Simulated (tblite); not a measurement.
# Run report: C7H12O2, geometry relaxation

System: C7H12O2, SMILES O=C1CCCOCCC1.
Method: GFN2-xTB geometry optimisation, gas phase (tblite 0.8.0).

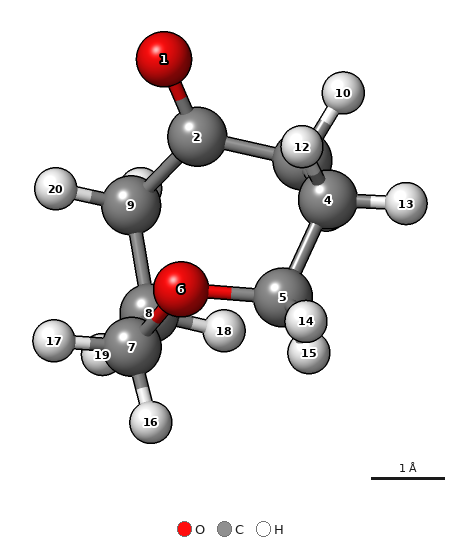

*The structure as given in the input (ball-and-stick view, seen at a tilt; atoms are numbered from 1 in the order of the input).*

Results in brief

| quantity | value |
| --- | --- |
| outcome | converged |
| total energy | −795.4855 eV |
| hardware | 1 CPU thread, shared host |
| wall time | 0.52 s |
| peak memory | 0.18 GiB |

Input
```
{"job": {"xc": "GFN2-xTB", "basis": "xTB", "kind": "relax"}, "charge": 0, "multiplicity": 1}
O     -0.532000    -2.203800     1.440600
C     -0.164300    -1.534600     0.462600
C     -1.136800    -1.104500    -0.588800
C     -1.934200     0.145500    -0.186300
C     -1.077600     1.394300    -0.070000
O     -0.134300     1.235100     0.969600
C      1.231800     1.306700     0.563400
C      1.657800     0.134500    -0.310700
C      1.322800    -1.238200     0.282700
H     -1.843800    -1.937700    -0.742900
H     -0.640500    -0.958800    -1.551500
H     -2.411300    -0.053200     0.795300
H     -2.738500     0.312200    -0.896700
H     -1.712500     2.242300     0.188400
H     -0.609200     1.644800    -1.035600
H      1.417200     2.258800     0.073600
H      1.836500     1.304400     1.484100
H      1.193400     0.220800    -1.304800
H      2.734200     0.193100    -0.470700
H      1.815200    -1.331600     1.262600
H      1.717100    -2.013000    -0.365400
```

The first line tells a small driver script what to run in tblite; the rest is the geometry in Å.

Run as:
```bash
OMP_NUM_THREADS=1 python <driver script> task.json out
```

Log
```
step      E/eV     max force
  0    -795.33452    2.575
  1    -795.37347    3.014
  2    -795.42421    0.356
  3    -795.42951    0.250
  4    -795.44003    0.291
  5    -795.44370    0.208
  6    -795.44643    0.101
  7    -795.44787    0.126
  8    -795.44920    0.137
  9    -795.45030    0.111
 10    -795.45156    0.098
 11    -795.45303    0.126
 12    -795.45494    0.143
 13    -795.45734    0.115
 14    -795.46013    0.131
 15    -795.46290    0.154
 16    -795.46542    0.156
 17    -795.46737    0.102
 18    -795.46896    0.089
 19    -795.47037    0.076
 20    -795.47146    0.077
 21    -795.47234    0.070
 22    -795.47322    0.066
 23    -795.47421    0.066
 24    -795.47521    0.090
 25    -795.47607    0.084
 26    -795.47681    0.062
 27    -795.47752    0.063
 28    -795.47820    0.055
 29    -795.47884    0.073
 30    -795.47946    0.066
 31    -795.48010    0.071
 32    -795.48080    0.058
 33    -795.48152    0.066
 34    -795.48211    0.061
 35    -795.48261    0.052
 36    -795.48302    0.042
 37    -795.48335    0.040
 38    -795.48361    0.035
 39    -795.48382    0.030
 40    -795.48400    0.027
 41    -795.48416    0.034
 42    -795.48431    0.033
 43    -795.48443    0.019
 44    -795.48449    0.019
 45    -795.48453    0.018
 46    -795.48457    0.017
 47    -795.48463    0.018
 48    -795.48470    0.016
 49    -795.48477    0.016
 50    -795.48482    0.015
 51    -795.48486    0.015
 52    -795.48491    0.015
 53    -795.48495    0.018
 54    -795.48498    0.017
 55    -795.48502    0.013
 56    -795.48507    0.019
 57    -795.48513    0.019
 58    -795.48518    0.015
 59    -795.48522    0.015
 60    -795.48525    0.014
 61    -795.48529    0.016
 62    -795.48533    0.015
 63    -795.48536    0.011
 64    -795.48538    0.009
 65    -795.48539    0.008
 66    -795.48541    0.011
 67    -795.48542    0.010
 68    -795.48544    0.009
 69    -795.48545    0.010
 70    -795.48546    0.011
 71    -795.48548    0.009
 72    -795.48549    0.006
 73    -795.48549    0.005
 74    -795.48549    0.004
 75    -795.48550    0.005
 76    -795.48550    0.005
 77    -795.48550    0.003
 78    -795.48550    0.003
```

Trajectory as extended XYZ (Å, eV, eV/Å), 12 frames, from step=0 to step=78
```
21
Properties=species:S:1:pos:R:3:forces:R:3 step=0 energy=-795.33452
O    -0.5320   -2.2038    1.4406    0.6070   1.3430  -1.8470
C    -0.1643   -1.5346    0.4626   -0.0490  -1.2630   2.2440
C    -1.1368   -1.1045   -0.5888   -0.3340  -0.2560  -0.6310
C    -1.9342    0.1455   -0.1863   -0.3600  -0.4660   0.5350
C    -1.0776    1.3943   -0.0700    0.1300   0.0250  -0.0870
O    -0.1343    1.2351    0.9696    0.7520   0.0990  -0.1720
C     1.2318    1.3067    0.5634   -0.3930  -0.3350   0.7100
C     1.6578    0.1345   -0.3107   -0.0800  -0.2320  -0.6750
C     1.3228   -1.2382    0.2827   -0.2810   0.5130   0.4450
H    -1.8438   -1.9377   -0.7429    0.0810   0.2540   0.2250
H    -0.6405   -0.9588   -1.5515    0.0860   0.1920   0.0640
H    -2.4113   -0.0532    0.7953    0.3250   0.1120  -0.3820
H    -2.7385    0.3122   -0.8967   -0.0540   0.0520  -0.2200
H    -1.7125    2.2423    0.1884   -0.2080   0.1710   0.1410
H    -0.6092    1.6448   -1.0356    0.0750  -0.1620   0.1810
H     1.4172    2.2588    0.0736    0.0580   0.2430  -0.3510
H     1.8365    1.3044    1.4841   -0.3710  -0.0860  -0.0340
H     1.1934    0.2208   -1.3048    0.0580   0.0210   0.1990
H     2.7342    0.1931   -0.4707    0.0930   0.0340   0.0500
H     1.8152   -1.3316    1.2626   -0.2150  -0.0750  -0.2130
H     1.7171   -2.0130   -0.3654    0.0790  -0.1860  -0.1810
21
Properties=species:S:1:pos:R:3:forces:R:3 step=7 energy=-795.44787
O    -0.5290   -2.1692    1.4334   -0.0020   0.1250  -0.0170
C    -0.1574   -1.5287    0.4805   -0.0310   0.0000   0.0650
C    -1.1347   -1.1111   -0.6044    0.0030   0.0470   0.0280
C    -1.9367    0.1294   -0.1838   -0.0050   0.0040   0.0080
C    -1.0785    1.3873   -0.0604    0.0120  -0.0110   0.0000
O    -0.1167    1.2408    0.9661   -0.0160  -0.0230   0.0150
C     1.2272    1.2989    0.5634   -0.0450  -0.0060  -0.0010
C     1.6595    0.1321   -0.3315   -0.0080  -0.0120   0.0290
C     1.3149   -1.2203    0.2860    0.0100  -0.0320  -0.0290
H    -1.8463   -1.9324   -0.7226    0.0570   0.0100  -0.0490
H    -0.6267   -0.9307   -1.5518   -0.0160  -0.0220  -0.0030
H    -2.3894   -0.0594    0.7895   -0.0310  -0.0560   0.0130
H    -2.7310    0.3135   -0.9112    0.0240  -0.0100   0.0200
H    -1.7221    2.2363    0.2081   -0.0090  -0.0290   0.0040
H    -0.5964    1.6184   -1.0156    0.0030   0.0260  -0.0400
H     1.4295    2.2499    0.0430    0.0280  -0.0320   0.0340
H     1.7900    1.2830    1.5000    0.0210  -0.0120  -0.0110
H     1.1897    0.2265   -1.3120    0.0440   0.0050  -0.0100
H     2.7407    0.1959   -0.4700   -0.0200   0.0060  -0.0340
H     1.8014   -1.3321    1.2573    0.0020   0.0410   0.0010
H     1.7029   -2.0112   -0.3643   -0.0210  -0.0190  -0.0220
21
Properties=species:S:1:pos:R:3:forces:R:3 step=14 energy=-795.46013
O    -0.5532   -2.0589    1.4841    0.0530   0.0820   0.0110
C    -0.1580   -1.4910    0.4965   -0.0720  -0.0210  -0.0330
C    -1.1184   -1.1049   -0.6110   -0.1130   0.0460  -0.0470
C    -1.9414    0.1159   -0.1819   -0.0040   0.0820  -0.0220
C    -1.0854    1.3775   -0.0537    0.0050   0.0010   0.0060
O    -0.1176    1.2274    0.9675   -0.0370  -0.0450   0.0080
C     1.2273    1.2767    0.5665   -0.0540   0.0600   0.0130
C     1.6601    0.1242   -0.3442    0.0260   0.0400  -0.0030
C     1.3162   -1.2253    0.2742   -0.0150   0.0030   0.0270
H    -1.8124   -1.9353   -0.7485   -0.0020  -0.0690   0.0090
H    -0.6158   -0.9139   -1.5585    0.0640   0.0090   0.0300
H    -2.3980   -0.0977    0.7880    0.0360   0.0370  -0.0740
H    -2.7309    0.3100   -0.9110   -0.0140  -0.0470   0.0140
H    -1.7350    2.2215    0.2207    0.0470  -0.0390   0.0160
H    -0.6044    1.6181   -1.0107   -0.0580  -0.0120   0.0340
H     1.4445    2.2280    0.0592   -0.0050   0.0820  -0.0070
H     1.7858    1.2522    1.5068    0.0130  -0.0580  -0.0450
H     1.2064    0.2316   -1.3307   -0.0570  -0.0150   0.0220
H     2.7384    0.2014   -0.4833    0.0780  -0.0480   0.0110
H     1.8047   -1.3129    1.2449    0.0870  -0.0820   0.0130
H     1.6782   -2.0276   -0.3756    0.0200  -0.0080   0.0160
21
Properties=species:S:1:pos:R:3:forces:R:3 step=21 energy=-795.47234
O    -0.5689   -1.9190    1.5381    0.0030  -0.0240   0.0660
C    -0.1618   -1.4412    0.5102    0.0040  -0.0060  -0.0020
C    -1.1140   -1.0994   -0.6215    0.0060   0.0210  -0.0090
C    -1.9541    0.1087   -0.1953   -0.0010   0.0190   0.0020
C    -1.0946    1.3660   -0.0480   -0.0190   0.0040  -0.0230
O    -0.1199    1.1925    0.9643   -0.0090  -0.0350  -0.0510
C     1.2252    1.2658    0.5651    0.0150  -0.0250   0.0200
C     1.6686    0.1223   -0.3530    0.0140  -0.0050  -0.0280
C     1.3192   -1.2273    0.2670    0.0010  -0.0090   0.0150
H    -1.7797   -1.9520   -0.7740    0.0150   0.0120   0.0480
H    -0.5876   -0.8980   -1.5530    0.0080   0.0010  -0.0270
H    -2.4028   -0.1178    0.7734   -0.0190   0.0280  -0.0180
H    -2.7493    0.2993   -0.9181    0.0160  -0.0040  -0.0140
H    -1.7375    2.2054    0.2493    0.0170  -0.0060   0.0100
H    -0.6247    1.6207   -1.0058   -0.0090   0.0100   0.0250
H     1.4430    2.2331    0.0846   -0.0450  -0.0210  -0.0010
H     1.7866    1.2069    1.5001   -0.0010   0.0450   0.0500
H     1.2070    0.2296   -1.3347   -0.0160  -0.0090  -0.0300
H     2.7484    0.1900   -0.4912    0.0280   0.0140  -0.0010
H     1.8301   -1.3304    1.2257    0.0050  -0.0300   0.0230
H     1.6579   -2.0382   -0.3837   -0.0140   0.0180  -0.0560
21
Properties=species:S:1:pos:R:3:forces:R:3 step=28 energy=-795.47820
O    -0.5637   -1.8737    1.5653    0.0120   0.0080  -0.0220
C    -0.1576   -1.4189    0.5258    0.0300   0.0190  -0.0040
C    -1.1076   -1.0909   -0.6147    0.0090  -0.0320   0.0210
C    -1.9608    0.1136   -0.2085   -0.0190  -0.0230   0.0050
C    -1.0971    1.3637   -0.0505   -0.0340  -0.0060  -0.0100
O    -0.1244    1.1470    0.9553   -0.0010   0.0410  -0.0350
C     1.2213    1.2552    0.5681    0.0230  -0.0110   0.0010
C     1.6806    0.1188   -0.3524   -0.0070   0.0020   0.0040
C     1.3257   -1.2331    0.2636    0.0010   0.0080  -0.0110
H    -1.7626   -1.9529   -0.7541   -0.0150  -0.0040   0.0070
H    -0.5790   -0.8976   -1.5484   -0.0160  -0.0130   0.0270
H    -2.4183   -0.1052    0.7569   -0.0300  -0.0060   0.0040
H    -2.7497    0.2938   -0.9392    0.0110   0.0270  -0.0420
H    -1.7294    2.2019    0.2701    0.0070   0.0170   0.0030
H    -0.6330    1.6340   -1.0071    0.0230  -0.0050   0.0500
H     1.4163    2.2273    0.0895   -0.0210  -0.0080  -0.0090
H     1.7754    1.2143    1.5094    0.0150  -0.0070  -0.0020
H     1.2101    0.2221   -1.3325    0.0300   0.0160   0.0160
H     2.7605    0.1898   -0.4979   -0.0260   0.0100   0.0330
H     1.8447   -1.3616    1.2161    0.0240  -0.0050  -0.0470
H     1.6397   -2.0307   -0.4152   -0.0150  -0.0270   0.0110
21
Properties=species:S:1:pos:R:3:forces:R:3 step=35 energy=-795.48261
O    -0.5469   -1.8382    1.5883   -0.0100   0.0020   0.0050
C    -0.1503   -1.3999    0.5385    0.0180  -0.0060   0.0250
C    -1.1097   -1.0897   -0.6011    0.0370  -0.0300   0.0210
C    -1.9725    0.1161   -0.2183    0.0280  -0.0090  -0.0140
C    -1.1039    1.3617   -0.0457    0.0190   0.0000   0.0220
O    -0.1310    1.1279    0.9557    0.0210  -0.0020   0.0240
C     1.2146    1.2478    0.5709    0.0130  -0.0020  -0.0150
C     1.6890    0.1176   -0.3513   -0.0090   0.0040   0.0000
C     1.3324   -1.2400    0.2508   -0.0110   0.0150  -0.0070
H    -1.7567   -1.9602   -0.7276   -0.0130   0.0130   0.0060
H    -0.5811   -0.9067   -1.5365   -0.0140  -0.0070   0.0040
H    -2.4563   -0.1003    0.7357   -0.0140   0.0180  -0.0360
H    -2.7349    0.2994   -0.9765   -0.0090   0.0080   0.0050
H    -1.7257    2.2047    0.2834   -0.0210  -0.0090  -0.0020
H    -0.6287    1.6410   -0.9934   -0.0190  -0.0230  -0.0070
H     1.3928    2.2186    0.0842    0.0180   0.0130   0.0210
H     1.7711    1.2175    1.5120   -0.0110  -0.0070  -0.0260
H     1.2287    0.2294   -1.3350    0.0230  -0.0020   0.0010
H     2.7700    0.1983   -0.4812   -0.0210  -0.0060   0.0100
H     1.8762   -1.3876    1.1865   -0.0300  -0.0010  -0.0210
H     1.6138   -2.0404   -0.4399    0.0040   0.0310  -0.0150
21
Properties=species:S:1:pos:R:3:forces:R:3 step=42 energy=-795.48431
O    -0.5389   -1.8262    1.6021    0.0010   0.0050  -0.0080
C    -0.1483   -1.3955    0.5468   -0.0020  -0.0030   0.0100
C    -1.1101   -1.0936   -0.5920   -0.0010  -0.0130   0.0030
C    -1.9728    0.1158   -0.2239   -0.0090   0.0010   0.0010
C    -1.1043    1.3586   -0.0410    0.0170   0.0110   0.0030
O    -0.1303    1.1244    0.9586    0.0080  -0.0030   0.0230
C     1.2139    1.2484    0.5708    0.0060  -0.0020   0.0010
C     1.6900    0.1204   -0.3516    0.0090   0.0030  -0.0050
C     1.3311   -1.2395    0.2440   -0.0010   0.0060  -0.0040
H    -1.7604   -1.9619   -0.7110   -0.0100  -0.0150   0.0020
H    -0.5829   -0.9184   -1.5294    0.0000  -0.0100  -0.0030
H    -2.4786   -0.0936    0.7185   -0.0030  -0.0130   0.0210
H    -2.7228    0.3038   -0.9932   -0.0060  -0.0020  -0.0220
H    -1.7290    2.1988    0.2887   -0.0100   0.0060   0.0010
H    -0.6307    1.6370   -0.9884    0.0090   0.0130  -0.0290
H     1.3910    2.2222    0.0891    0.0090   0.0010   0.0080
H     1.7733    1.2147    1.5093   -0.0090  -0.0010   0.0040
H     1.2427    0.2328   -1.3408   -0.0110   0.0090   0.0010
H     2.7716    0.1988   -0.4699    0.0140   0.0000  -0.0050
H     1.8825   -1.3989    1.1724   -0.0060   0.0040  -0.0010
H     1.6041   -2.0311   -0.4595   -0.0060   0.0050  -0.0020
21
Properties=species:S:1:pos:R:3:forces:R:3 step=49 energy=-795.48477
O    -0.5362   -1.8225    1.6060    0.0090   0.0050  -0.0050
C    -0.1487   -1.3941    0.5487   -0.0060  -0.0010   0.0030
C    -1.1130   -1.0987   -0.5892    0.0000   0.0050  -0.0090
C    -1.9726    0.1152   -0.2261   -0.0010  -0.0040  -0.0040
C    -1.1024    1.3586   -0.0421   -0.0020  -0.0070  -0.0030
O    -0.1284    1.1249    0.9580   -0.0090  -0.0040   0.0070
C     1.2169    1.2489    0.5728   -0.0090   0.0070   0.0100
C     1.6922    0.1234   -0.3523   -0.0100   0.0000   0.0060
C     1.3296   -1.2366    0.2410   -0.0010  -0.0080   0.0010
H    -1.7650   -1.9670   -0.7040   -0.0020   0.0040   0.0140
H    -0.5867   -0.9298   -1.5279    0.0060  -0.0030  -0.0140
H    -2.4822   -0.0941    0.7150    0.0020   0.0090   0.0020
H    -2.7186    0.3027   -1.0003    0.0010   0.0010   0.0040
H    -1.7292    2.1974    0.2890    0.0040  -0.0030  -0.0050
H    -0.6298    1.6397   -0.9902    0.0020  -0.0010  -0.0040
H     1.3964    2.2245    0.0963    0.0070   0.0040  -0.0020
H     1.7721    1.2118    1.5133    0.0060  -0.0070   0.0090
H     1.2418    0.2399   -1.3396    0.0020   0.0020  -0.0040
H     2.7745    0.1989   -0.4711   -0.0120   0.0030  -0.0070
H     1.8815   -1.3998    1.1681    0.0120   0.0030   0.0020
H     1.5987   -2.0263   -0.4659    0.0010  -0.0050   0.0000
21
Properties=species:S:1:pos:R:3:forces:R:3 step=56 energy=-795.48507
O    -0.5337   -1.8187    1.6075    0.0040   0.0000   0.0000
C    -0.1475   -1.3933    0.5486   -0.0110   0.0040   0.0050
C    -1.1136   -1.1020   -0.5892   -0.0100   0.0090   0.0040
C    -1.9711    0.1149   -0.2295    0.0030   0.0010   0.0010
C    -1.1002    1.3580   -0.0448   -0.0070  -0.0020  -0.0040
O    -0.1293    1.1257    0.9590   -0.0080   0.0030  -0.0050
C     1.2174    1.2487    0.5779   -0.0080   0.0000   0.0000
C     1.6896    0.1263   -0.3522    0.0030  -0.0040  -0.0010
C     1.3299   -1.2355    0.2388   -0.0020  -0.0070  -0.0020
H    -1.7695   -1.9690   -0.6929    0.0050   0.0020  -0.0030
H    -0.5900   -0.9417   -1.5316   -0.0050  -0.0010   0.0080
H    -2.4812   -0.0905    0.7125    0.0040   0.0000  -0.0080
H    -2.7173    0.3024   -1.0041    0.0160  -0.0010   0.0110
H    -1.7284    2.1961    0.2851    0.0020   0.0050  -0.0080
H    -0.6265    1.6395   -0.9924    0.0070  -0.0040   0.0060
H     1.4020    2.2257    0.1056   -0.0050   0.0030   0.0030
H     1.7707    1.2059    1.5195    0.0000  -0.0100   0.0020
H     1.2373    0.2472   -1.3382   -0.0100  -0.0060   0.0000
H     2.7709    0.2016   -0.4751    0.0090   0.0070  -0.0030
H     1.8852   -1.3991    1.1640    0.0030   0.0010   0.0010
H     1.5963   -2.0252   -0.4691    0.0090   0.0030  -0.0070
21
Properties=species:S:1:pos:R:3:forces:R:3 step=63 energy=-795.48536
O    -0.5291   -1.8156    1.6109    0.0040   0.0000   0.0010
C    -0.1459   -1.3929    0.5499    0.0050  -0.0040  -0.0050
C    -1.1150   -1.1046   -0.5861   -0.0030   0.0020   0.0020
C    -1.9690    0.1159   -0.2314   -0.0030   0.0030   0.0000
C    -1.0981    1.3586   -0.0484    0.0030  -0.0010  -0.0010
O    -0.1325    1.1270    0.9605    0.0030   0.0050  -0.0020
C     1.2153    1.2474    0.5830    0.0010  -0.0050   0.0010
C     1.6865    0.1289   -0.3527   -0.0030   0.0020  -0.0030
C     1.3312   -1.2354    0.2355    0.0040   0.0050   0.0010
H    -1.7734   -1.9705   -0.6823    0.0020  -0.0010  -0.0040
H    -0.5949   -0.9522   -1.5318    0.0020   0.0040   0.0080
H    -2.4810   -0.0861    0.7101   -0.0030   0.0020  -0.0020
H    -2.7125    0.3032   -1.0077   -0.0050  -0.0050  -0.0020
H    -1.7270    2.1992    0.2743    0.0070  -0.0020  -0.0030
H    -0.6179    1.6361   -0.9937   -0.0030  -0.0060   0.0000
H     1.4035    2.2273    0.1177    0.0010  -0.0080   0.0070
H     1.7667    1.1942    1.5253   -0.0020   0.0050   0.0000
H     1.2284    0.2496   -1.3360   -0.0010   0.0040  -0.0030
H     2.7674    0.2085   -0.4802   -0.0050  -0.0020  -0.0010
H     1.8896   -1.3998    1.1586    0.0000  -0.0040   0.0020
H     1.5987   -2.0218   -0.4760   -0.0060   0.0030   0.0020
21
Properties=species:S:1:pos:R:3:forces:R:3 step=70 energy=-795.48546
O    -0.5250   -1.8137    1.6137   -0.0080  -0.0040   0.0060
C    -0.1450   -1.3923    0.5512    0.0040  -0.0040  -0.0030
C    -1.1156   -1.1051   -0.5839    0.0020   0.0010  -0.0010
C    -1.9696    0.1159   -0.2317   -0.0020   0.0030   0.0030
C    -1.0971    1.3579   -0.0504    0.0010   0.0020   0.0000
O    -0.1339    1.1278    0.9611    0.0040  -0.0030  -0.0060
C     1.2147    1.2462    0.5857    0.0040   0.0010  -0.0010
C     1.6846    0.1301   -0.3534    0.0020   0.0050   0.0020
C     1.3315   -1.2351    0.2339    0.0030   0.0040  -0.0020
H    -1.7732   -1.9714   -0.6810    0.0020   0.0000   0.0020
H    -0.5947   -0.9525   -1.5289    0.0020   0.0020  -0.0010
H    -2.4833   -0.0838    0.7092   -0.0010   0.0010   0.0040
H    -2.7123    0.3014   -1.0093   -0.0030   0.0010  -0.0030
H    -1.7238    2.2011    0.2687   -0.0040  -0.0010  -0.0040
H    -0.6149    1.6315   -0.9959   -0.0020  -0.0050   0.0000
H     1.4060    2.2270    0.1241   -0.0010   0.0010   0.0000
H     1.7647    1.1900    1.5287   -0.0020  -0.0020  -0.0010
H     1.2246    0.2526   -1.3358    0.0010   0.0010   0.0070
H     2.7650    0.2109   -0.4834   -0.0010  -0.0020   0.0020
H     1.8913   -1.4011    1.1561    0.0010   0.0010  -0.0050
H     1.5972   -2.0204   -0.4791   -0.0030  -0.0020  -0.0010
21
Properties=species:S:1:pos:R:3:forces:R:3 step=78 energy=-795.48550
O    -0.5250   -1.8150    1.6141    0.0000  -0.0010   0.0020
C    -0.1448   -1.3926    0.5520    0.0010   0.0010   0.0000
C    -1.1155   -1.1050   -0.5829    0.0000  -0.0010  -0.0010
C    -1.9701    0.1159   -0.2312    0.0000   0.0010   0.0000
C    -1.0967    1.3575   -0.0517    0.0000   0.0010  -0.0010
O    -0.1341    1.1277    0.9604    0.0000   0.0010  -0.0010
C     1.2150    1.2464    0.5866    0.0000   0.0000   0.0010
C     1.6844    0.1308   -0.3531    0.0000   0.0020   0.0000
C     1.3314   -1.2347    0.2335    0.0000   0.0020  -0.0010
H    -1.7726   -1.9716   -0.6801   -0.0010  -0.0010   0.0000
H    -0.5943   -0.9518   -1.5276    0.0000   0.0000  -0.0010
H    -2.4837   -0.0826    0.7101    0.0020   0.0000   0.0010
H    -2.7125    0.3010   -1.0092   -0.0020  -0.0010   0.0010
H    -1.7232    2.2019    0.2650    0.0000   0.0010   0.0010
H    -0.6143    1.6283   -0.9978    0.0010  -0.0010  -0.0010
H     1.4070    2.2277    0.1264   -0.0010  -0.0010   0.0010
H     1.7637    1.1883    1.5301    0.0000   0.0010   0.0000
H     1.2233    0.2546   -1.3347    0.0020  -0.0020   0.0000
H     2.7647    0.2111   -0.4840    0.0000   0.0000   0.0020
H     1.8930   -1.4015    1.1543   -0.0020  -0.0020  -0.0020
H     1.5954   -2.0196   -0.4807    0.0000   0.0000   0.0000
```
